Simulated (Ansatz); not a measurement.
Base system: TiAl (space group P4/mmm, No. 123; a = 2.766 Å, c = 4.002 Å; relaxed with 0.1 eV smearing). Axes: x, y, z lie along a, b, c of the conventional cell.

Structures relaxed with LDA (Ansatz, an electronic-structure program), without spin-orbit coupling.

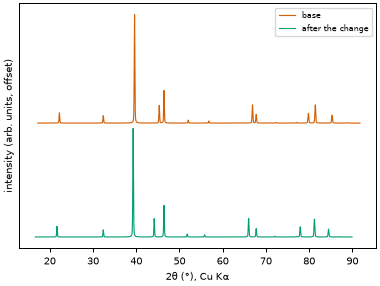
*Simulated powder patterns before (top) and after one change*

Task: Name the change that was made.
A) uniaxial strain ε_zz = +2.50 %
B) uniaxial strain ε_zz = +0.50 %
C) uniaxial strain ε_zz = +1.00 %

Result: A, uniaxial strain ε_zz = +2.50 %. Its volume per atom is 15.69 Å³ against 15.31 Å³, and its space group is P4/mmm (No. 123).

Stability against distortions was not tested. All final runs are without spin polarisation.
